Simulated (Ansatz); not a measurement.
## Sc2C monolayer: the cell at rest

Aim: bring Sc2C monolayer to small forces and stress, as phonons need.

Main program and level: Ansatz 0.2.0; DFT PBEsol, scalar-relativistic, plane waves, PAW; PAW set soft_1.

## Step 1: Starting point

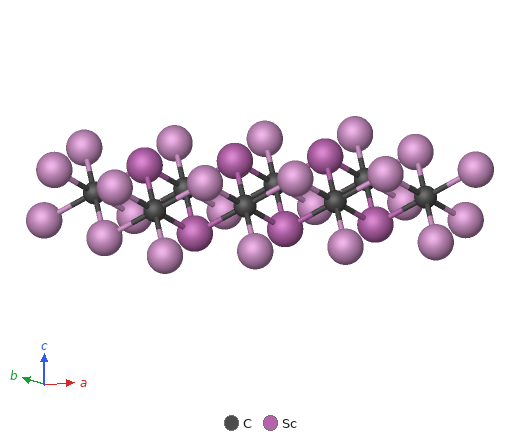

The starting structure, seen from a free direction (carbon dark grey, scandium purple). 3×1×1 cells are drawn. Some periodic images of atoms are drawn too.

The cell holds 3 atoms: 1 C and 2 Sc. Its edges and angles: a = 3.350 Å, b = 3.350 Å, c = 20.000 Å, α = 90.0°, β = 90.0°, γ = 120.0°. It derives from Sc2C. Vacuum lies along c.

## Step 2: Probe on a coarse mesh

First a cheap look: the gap decides the mesh and the occupations, the pressure tells how far the cell has to move.

The program solves this slab on a cell height of its own, 28.6 Å, in place of the one typed.

input.yaml

```yaml
crystal:
  lattice:
    - [3.35, 0.0, 0.0]
    - [-1.675, 2.90119, 0.0]
    - [0.0, 0.0, 20.0]
  atoms:
    - { symbol: C, position: [0.0, 0.0, 0.5] }
    - { symbol: Sc, position: [0.333333, 0.666667, 0.56] }
    - { symbol: Sc, position: [0.666667, 0.333333, 0.44] }
  periodic: [true, true, false]
kpoints:
  mp_grid: { grid: [6, 6, 1] }
hamiltonian:
  xc: pbesol
  pseudopotentials: { kind: paw, azcp: { folder: soft_1 }, xc_functional: pbe }
scf:
  occupations: { method: gaussian, width: 0.1 }
output:
  forces: true
  stress: true
  eigenvalues: true
```

On the command line:

```bash
> ansatz run input.yaml --threads 8 --pin off --max-ram 16384MiB --backend cpu --events-out ev --progress --plain --runs-dir out
```

Numbers of over 12 decimals in the logs are rounded to 6 here.

Log:

```text
[...]
--- Band table (eV; the first three rows and the last of 7) ---
  k-point 0: bands = [... 9 lower, -8.3755, -5.7883, -5.7883, -5.1135, -4.3905, -2.6197, -2.5508, -2.5508]
  k-point 1: bands = [... 9 lower, -7.8786, -6.5763, -5.7345, -4.5676, -4.2141, -3.2095, -2.4943, -2.2546]
  k-point 2: bands = [... 9 lower, -7.5533, -6.6523, -5.7214, -4.2923, -3.9355, -3.7669, -1.9823, -1.8296]
  k-point 6: bands = [... 9 lower, -6.9445, -6.9445, -6.1006, -3.5659, -3.5659, -3.4792, -2.2305, -1.3939]
[key lines of the parts left out:]
SCF converged after 12 iterations
Free energy (F): -4469.582810 eV
Fermi energy:    -4.098484 eV
P = ½ c Tr σ = -2.6813 N/m
```

It took 0.76 s on 8 threads of Arm Neoverse V2, shared host; peak memory 0.55 GiB.

Numbers from this step:

```yaml
gap_on_the_k_mesh: 0 eV
area_per_atom: 3.24 Å²
```

The coarse mesh shows no gap.

## Step 3: Bringing the structure to rest

The cell and atoms are relaxed, since residual forces and stress would shift the frequencies.

The program solves this slab on a cell height of its own, 28.6 Å, in place of the one typed.

Changes to input.yaml since step 2:

```diff
@@ -11,3 +11,3 @@
 kpoints:
-  mp_grid: { grid: [6, 6, 1] }
+  mp_grid: { grid: [15, 15, 1] }
 hamiltonian:
@@ -21 +21,10 @@
   eigenvalues: true
+  write_density: true
+  write_potential: true
+  elf: true
+  volumetric_format: npy
+relax:
+  adjacent_minimum: "off"
+  f_tol: 0.005
+  max_steps: 80
+  cell: { stress_2d_tol: 0.02 }
```

Log:

```text
[...]
Crystal: 3 atoms, lattice volume = 277.963 Å³
Basis set: ecut = 420 eV, 5483 PW (Γ), exchange–correlation on 48×48×384 points (8 copies of the dense FFT grid, shifted against one another)
Bands: 17, of which v1, the nominal top of the filled ones, is band 13 counted from 1 (12 counted from 0)
Symmetry: 12 space group operations
[...]
k-points: 27 of 225
[...]
SCF iter   1: F=—  HF=-4476.237106 eV  |F-HF|=—  |Δ(HF+E_count)|=         —  Δρ=5.41e-2  dr2=2.93e1  ethr=3.10e-3  ⟨swp⟩=9.5  Hψ=3402  notcnv=0
[...]
SCF iter  14: F=-4469.594231 eV  HF=-4469.594231 eV  |F-HF|=1.15e-9  |Δ(HF+E_count)|=   6.56e-9  Δρ=3.23e-7  dr2=3.54e-10  ethr=1.31e-11  ⟨swp⟩=8.7  Hψ=3334  notcnv=0
SCF 1 converged in 14 iterations: F = -4469.594231 eV  dr2 = 3.54e-10
[...]
relax step   1: F+E_penalty+E_count = -4469.59423107 eV  Δ(F+E_penalty+E_count) = +0.000e0 eV  max|allowed force component| = 3.174e-1 eV/Å  Δτ_max = 0.0000 Å  P = -2.824 N/m  Ω = 277.963 Å³  fix = [c, alpha, beta]  reactions: c -0.000 N/m  (14 SCF iters, dr2 threshold 1.00e-7 eV, accepted)
Crystal: 3 atoms, lattice volume = 268.965 Å³
Basis set: ecut = 420 eV, 5363 PW (Γ), exchange–correlation on 48×48×384 points (8 copies of the dense FFT grid, shifted against one another)
[...]
iter 1 solved again at ethr=3.77e-4 eV; its pass at ethr=3.10e-3 eV (dr2=9.81e-2 eV) is discarded
[...]
SCF iter   7: F=-4469.627855 eV  HF=-4469.627855 eV  |F-HF|=1.66e-7  |Δ(HF+E_count)|=   4.12e-7  Δρ=6.31e-6  dr2=8.97e-8  ethr=1.15e-9  ⟨swp⟩=15.8  Hψ=5290  notcnv=0
SCF 2 converged in 7 iterations: F = -4469.627855 eV  dr2 = 8.97e-8
relax step   2: F+E_penalty+E_count = -4469.62785542 eV  Δ(F+E_penalty+E_count) = -3.362e-2 eV  max|allowed force component| = 1.149e-1 eV/Å  Δτ_max = 0.0092 Å  P = -0.276 N/m  Ω = 268.965 Å³  energy of the carried Pulay correction = +5.697e-4 eV  fix = [c, alpha, beta]  reactions: c -0.000 N/m  (7 SCF iters, dr2 threshold 3.00e-7 eV, accepted)
Crystal: 3 atoms, lattice volume = 264.267 Å³
Basis set: ecut = 420 eV, 5243 PW (Γ), exchange–correlation on 48×48×384 points (8 copies of the dense FFT grid, shifted against one another)
[...]
SCF iter   7: F=-4469.628880 eV  HF=-4469.628880 eV  |F-HF|=5.48e-8  |Δ(HF+E_count)|=   9.86e-8  Δρ=3.76e-6  dr2=4.78e-8  ethr=1.15e-9  ⟨swp⟩=17.2  Hψ=4748  notcnv=0
SCF 3 converged in 7 iterations: F = -4469.628880 eV  dr2 = 4.78e-8
relax step   3: F+E_penalty+E_count = -4469.62887985 eV  Δ(F+E_penalty+E_count) = -1.024e-3 eV  max|allowed force component| = 1.205e-1 eV/Å  Δτ_max = 0.0271 Å  P = +0.173 N/m  Ω = 264.267 Å³  energy of the carried Pulay correction = +8.748e-4 eV  fix = [c, alpha, beta]  reactions: c +0.000 N/m  (7 SCF iters, dr2 threshold 3.00e-7 eV, accepted)
[...]
relax step   4: F+E_penalty+E_count = -4469.63058203 eV  Δ(F+E_penalty+E_count) = -1.702e-3 eV  max|allowed force component| = 5.974e-3 eV/Å  Δτ_max = 0.0132 Å  P = -0.016 N/m  Ω = 266.376 Å³  energy of the carried Pulay correction = +7.372e-4 eV  fix = [c, alpha, beta]  reactions: c -0.000 N/m  (6 SCF iters, dr2 threshold 3.00e-7 eV, accepted)
[...]
relax step   5: F+E_penalty+E_count = -4469.63059736 eV  Δ(F+E_penalty+E_count) = -1.533e-5 eV  max|allowed force component| = 7.872e-5 eV/Å  Δτ_max = 0.0007 Å  P = -0.002 N/m  Ω = 266.246 Å³  energy of the carried Pulay correction = +7.456e-4 eV  fix = [c, alpha, beta]  reactions: c -0.000 N/m  (5 SCF iters, dr2 threshold 2.23e-9 eV, accepted)
[...]
SCF iter   1: F=—  HF=-4469.630021 eV  |F-HF|=—  |Δ(HF+E_count)|=         —  Δρ=2.40e-5  dr2=2.08e-7  ethr=1.28e-6  ⟨swp⟩=4.9  Hψ=4627  notcnv=0
eigensolver tolerance schedule: the retry pair's looser diagonalisation over-reported the residual by 1599.27 of it (diagonalisation noise at 1.94 of the residual, at the tolerance the schedule requests for it); recorded, not acted on — ethr = c·dr2/N_el stays at c = 1.0e-1
[...]
SCF iter   2: F=—  HF=-4469.630021 eV  |F-HF|=—  |Δ(HF+E_count)|=   3.51e-7  Δρ=6.43e-6  dr2=1.32e-7  ethr=7.99e-10  ⟨swp⟩=4.3  Hψ=1260  notcnv=0
[...]
SCF iter   6: F=-4469.630021 eV  HF=-4469.630021 eV  |F-HF|=1.36e-11  |Δ(HF+E_count)|=  3.91e-11  Δρ=1.09e-8  dr2=9.90e-13  ethr=1.00e-12  ⟨swp⟩=11.9  Hψ=2994  notcnv=0
SCF 6 converged in 6 iterations: F = -4469.630021 eV  dr2 = 9.90e-13
relax step   6: F+E_penalty+E_count = -4469.63002065 eV  Δ(F+E_penalty+E_count) = +5.767e-4 eV  max|allowed force component| = 1.262e-4 eV/Å  Δτ_max = 0.0000 Å  P = -0.014 N/m  Ω = 266.246 Å³  fix = [c, alpha, beta]  reactions: c -0.000 N/m  stress off target by 1.43e-2 N/m on what of the cell is left free  SCF on the basis re-selected at this cell (its energy is not comparable with the rows above)  (6 SCF iters)
basis re-selected at this cell: Δ(F+E_penalty+E_count) = +5.767e-4 eV, ΔP = -0.012 N/m vs the last step (what re-selecting the basis moved, of the pressure what is left beyond the Pulay correction that the steps carried, after the strain that the cell walked since its last selection, with what the two solves' SCF thresholds leave and, on support functions, any second-order correction that the steps lacked; it is no m [...]
SCF converged after 6 iterations
Free energy (F): -4469.630021 eV
[...]
Internal energy: -4469.613615 eV  (E = F + TS)
E sigma→0 (E₀):  -4469.621818 eV
Entropy (-TS):   -0.016406 eV (-5.469 meV/atom)
Fermi energy:    -4.140762 eV
[...]
--- Forces (eV/Å), atoms counted from 1 ---
  atom   1  C      0.00000000     0.00000000     0.00000000
  atom   2  Sc     0.00000000     0.00000000     0.00012623
  atom   3  Sc    -0.00000000    -0.00000000    -0.00012623
  max |Σ_I F_I| component: 3.70e-17 eV/Å
--- 2D stress c σ (N/m, compression-positive) ---
       -0.014260      -0.000000      -0.000000
       -0.000000      -0.014260       0.000000
       -0.000000       0.000000      -0.000000
  P = ½ c Tr σ = -0.0143 N/m
--- Band table (eV; the first three rows and the last of 27) ---
  k-point 0: bands = [... 9 lower, -8.5779, -5.8257, -5.8257, -5.2084, -4.4889, -2.7739, -2.5249, -2.5249]
  k-point 1: bands = [... 9 lower, -8.4876, -6.0462, -5.8133, -5.0402, -4.4632, -2.7540, -2.6511, -2.4657]
  k-point 2: bands = [... 9 lower, -8.2293, -6.4481, -5.7844, -4.7820, -4.3780, -3.0335, -2.6489, -2.3009]
  k-point 26: bands = [... 9 lower, -7.0746, -7.0746, -6.2294, -3.6102, -3.6102, -3.5329, -2.3114, -1.2668]
--- Relaxed structure (5 steps of the walk, 5 accepted, 1 SCFs on fresh bases) ---
  F+E_penalty+E_count = -4469.63002065 eV   max|allowed force component| = 1.262e-4 eV/Å   (the final SCF, on the basis selected at the relaxed cell)
  cell:  # Å, volume = 266.2464 Å³
    - [3.278638, 0.0, 0]
    - [-1.639319, 2.839384, 0]
    - [0, 0, 28.6]
  atoms:
    - { symbol: C, position: [0, 0, 0.349650] }
    - { symbol: Sc, position: [0.333333, 0.666667, 0.391798] }
    - { symbol: Sc, position: [0.666667, 0.333333, 0.307503] }
```

Run time: 8.9 s. Hardware: 8 threads; peak memory 0.78 GiB.

Step by step:

```tsv
step	energy less that of the first step (eV)	largest force component (eV/Å)	volume (Å³)
1	0.0000	0.3174	277.96
2	-0.0336	0.1149	268.97
3	-0.0346	0.1205	264.27
4	-0.0364	0.0060	266.38
5	-0.0364	0.0001	266.25
6*	-0.0358	0.0001	266.25
```

Relaxation steps marked * repeat the geometry before them on a plane-wave basis chosen anew for their cell, so energy and pressure can jump there.

Forces are held to the 12 operations that the run works with; a distortion that breaks them can't arise in this run.

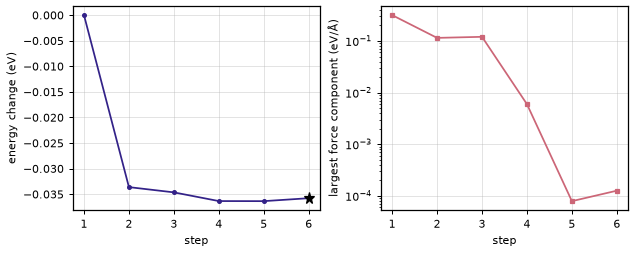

Energy and largest force along the relaxation. Stars mark steps on a basis chosen anew.

```tsv
cell as run	before	after	change
a (Å)	3.350	3.279	-2.1 %
b (Å)	3.350	3.279	-2.1 %
```

The relaxed structure:

```xyz
3
Lattice="3.2786 0.0000 0.0000 -1.6393 2.8394 0.0000 0.0000 0.0000 28.6000" Properties=species:S:1:pos:R:3
C     0.0000    0.0000   10.0000
Sc    0.0000    1.8929   11.2054
Sc    1.6393    0.9465    8.7946
```

This step gave:

* area per atom: 3.103 Å²

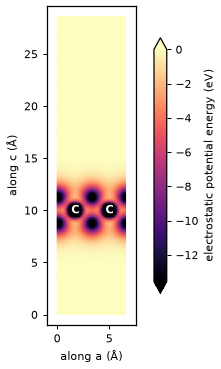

Electrostatic potential energy in the ac plane at fractional y = 0.000, with atoms of C within 0.2 Å of it. With pseudopotentials it is smooth inside the atoms' cores, unlike the true potential. The map starts off the cell's origin, so that atoms lie inside it.

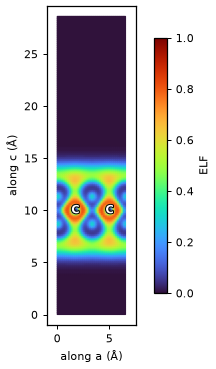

ELF in the ac plane at fractional y = 0.000, with atoms of C within 0.2 Å of it. It is the smooth field of the valence electrons, not physical close to the nuclei. The map starts off the cell's origin, so that atoms lie inside it.

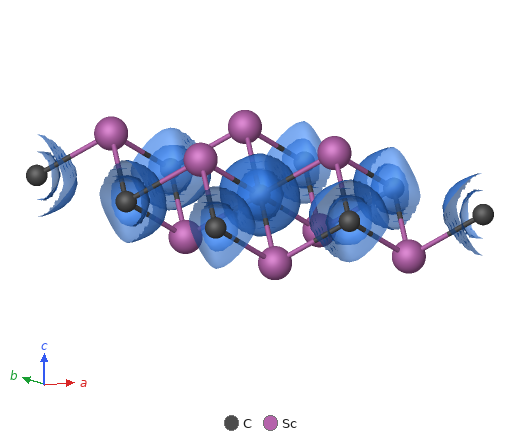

Surface of ELF = 0.74. 2×2×1 cells are drawn.

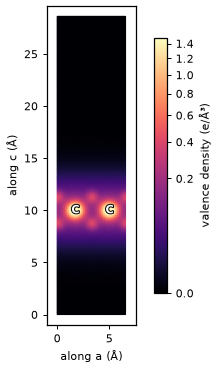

Valence density in the ac plane at fractional y = 0.000, with atoms of C within 0.2 Å of it. It is the smooth field of the valence electrons, not physical close to the nuclei. The map starts off the cell's origin, so that atoms lie inside it. The colour scale is stretched toward low values.

## Step 4: Relaxing to small forces for the phonons

Phonons need a cell at rest on their own settings, so the relaxation is repeated with tight tolerances on forces and stress, using the mesh and the filling of the phonon run that follows.

input.yaml, the sections that differ from step 3:

```yaml
crystal:
  lattice:
    - [3.2786383962, 0.0, 0.0]
    - [-1.6393191981, 2.839384141, 0.0]
    - [0.0, 0.0, 28.6]
  atoms:
    - { symbol: C, position: [0.0, 0.0, 0.3496503497] }
    - { symbol: Sc, position: [0.3333333333, 0.6666666667, 0.3917977716] }
    - { symbol: Sc, position: [0.6666666667, 0.3333333333, 0.3075029277] }
  periodic: [true, true, false]
kpoints:
  mp_grid: { grid: [18, 18, 1] }
scf:
  occupations: { method: methfessel_paxton, width: 0.2 }
relax:
  adjacent_minimum: "off"
  f_tol: 0.001
  max_steps: 60
  cell: { stress_2d_tol: 0.002 }
# hamiltonian, output: as in step 3
```

Log:

```text
[...]
Crystal: 3 atoms, lattice volume = 266.246 Å³
Basis set: ecut = 420 eV, 5303 PW (Γ), exchange–correlation on 48×48×384 points (8 copies of the dense FFT grid, shifted against one another)
Bands: 17, of which v1, the nominal top of the filled ones, is band 13 counted from 1 (12 counted from 0)
[... 1 set-up line as in the run before ...]
[...]
k-points: 37 of 324
[...]
k-point 36: bands = [... 9 lower, -7.0782, -7.0782, -6.2345, -3.6143, -3.6143, -3.5374, -2.3188, -1.2663]
--- Relaxed structure (4 steps of the walk, 3 accepted, 1 SCFs on fresh bases) ---
[...]
cell:  # Å, volume = 265.9615 Å³
    - [3.276884, 0.0, 0]
    - [-1.638442, 2.837865, 0]
    - [0, 0, 28.6]
  atoms:
    - { symbol: C, position: [0, 0, 0.349650] }
    - { symbol: Sc, position: [0.333333, 0.666667, 0.391822] }
    - { symbol: Sc, position: [0.666667, 0.333333, 0.307479] }
[key lines of the parts left out:]
SCF converged after 7 iterations
Free energy (F): -4469.620453 eV
Fermi energy:    -4.152706 eV
P = ½ c Tr σ = -0.0003 N/m
```

It took 9.2 s on 8 threads; peak memory 0.77 GiB.

Little changed from the start: no atom moved by 0.005 Å and no cell edge by 0.1 %.

This step gave:

```
area per atom : 3.1 Å²
```

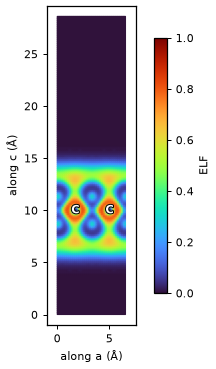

ELF in the ac plane at fractional y = 0.000, with atoms of C within 0.2 Å of it. It is the smooth field of the valence electrons, not physical close to the nuclei. The map starts off the cell's origin, so that atoms lie inside it.

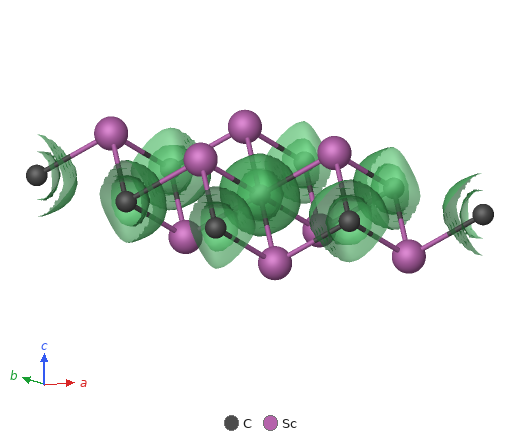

Surface of ELF = 0.74. 2×2×1 cells are drawn.

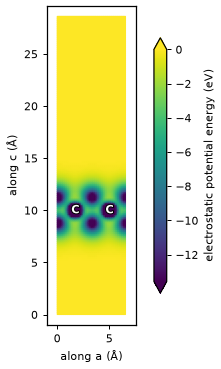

Electrostatic potential energy in the ac plane at fractional y = 0.000, with atoms of C within 0.2 Å of it. With pseudopotentials it is smooth inside the atoms' cores, unlike the true potential. The map starts off the cell's origin, so that atoms lie inside it.

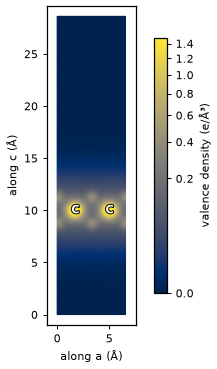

Valence density in the ac plane at fractional y = 0.000, with atoms of C within 0.2 Å of it. It is the smooth field of the valence electrons, not physical close to the nuclei. The map starts off the cell's origin, so that atoms lie inside it. The colour scale is stretched toward low values.

The largest force component left is 0.012 meV/Å, within the tolerances set.

## Step 5: Summary of results

```yaml
space_group_after_relaxation_within_0p01_a: P-3m1
lattice_constant_a: 3.277 Å
lattice_constant_b: 3.277 Å
area_per_atom: 3.1 Å²
```

What this shows: The largest force component left is 0.012 meV/Å, within the tolerances set. The relaxation keeps the symmetry of its start, so it says nothing on stability against lower symmetry. The PAW files were made for PBE and serve the other functionals too. The starting cell was built on a prototype and not taken from a measurement.

[Logs are printed without paths, hosts, clocks, repeated set-up lines and the standing remarks that a program may print on its own settings, such as how far it seeks lower states.]

[Hosts, paths, dates, database ids (printed as entryN), source tags and the programs' standing remarks are cut or masked in the printed files.]
